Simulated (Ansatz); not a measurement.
# C2H5BO2: small, medium and large basis sets

How large a basis does C2H5BO2 need? Two functionals are run in growing sets.

Method: one geometry, several basis sets; program: Ansatz 0.2.0, Gaussian basis.

Levels to be run: PBE0-D4/def2-SVP; ωB97M-V/def2-SVP; PBE0-D4/def2-QZVPP; ωB97M-V/def2-QZVPP; the functionals' def2-TZVPP values are taken from earlier runs.

## 1. The geometry

An earlier PBE0-D4 in a triple-zeta def2 set relaxation fixed the geometry.

SMILES `COBC=O`, 10 atoms, charge 0, spin multiplicity 1.

Atoms are counted from 1 here; the program's logs count them from 0.

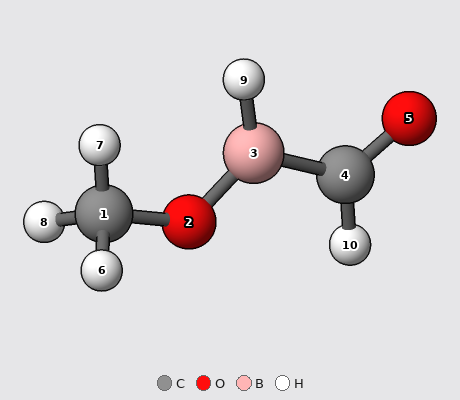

The structure; carbon grey, oxygen red, boron pink, hydrogen white; atoms are numbered from 1 in the order of the file.

## 2. PBE0-D4 in def2-SVP

The input, in.yaml:

```yaml
crystal:
  periodic: [false, false, false]
  atoms:
    - {symbol: C, position_ang: [-0.887580, 0.490610, 1.419360]}
    - {symbol: O, position_ang: [-0.518408, 0.354769, 0.059461]}
    - {symbol: B, position_ang: [0.547421, -0.349047, -0.332978]}
    - {symbol: C, position_ang: [0.812208, -0.393974, -1.909259]}
    - {symbol: O, position_ang: [1.741152, -0.995153, -2.396717]}
    - {symbol: H, position_ang: [-1.896249, 0.094945, 1.548009]}
    - {symbol: H, position_ang: [-0.194641, -0.045510, 2.072256]}
    - {symbol: H, position_ang: [-0.889922, 1.551194, 1.675608]}
    - {symbol: H, position_ang: [1.262900, -0.913255, 0.446581]}
    - {symbol: H, position_ang: [0.106319, 0.154218, -2.579420]}
basis:
  gaussian: {orbitals: def2-SVP}
hamiltonian: {xc: pbe0, dispersion: d4}
output: {orbitals: {seedname: orbitals}}
```

Command:

```bash
$ ansatz run in.yaml --threads 2 --pin off --events-out ev --progress --plain --max-ram 4352MiB
```

Further steps of the session: ωB97M-V in def2-SVP; PBE0-D4 in def2-QZVPP; ωB97M-V in def2-QZVPP.

Q: Predict the results of all the runs planned. Wanted: PBE0-D4: double and triple zeta above quadruple; ωB97M-V: double and triple zeta above quadruple.

The runs gave:

| quantity | value |
| --- | --- |
| PBE0-D4: double and triple zeta above quadruple | 8.34, 0.39 eV |
| ωB97M-V: double and triple zeta above quadruple | 8.61, 0.38 eV |

**Reading.** For PBE0-D4 the step from double to triple zeta gains 7.95 eV and the next only 0.39 eV. These are total energies; as a rule much of such shifts cancels in differences, which this series doesn't test.
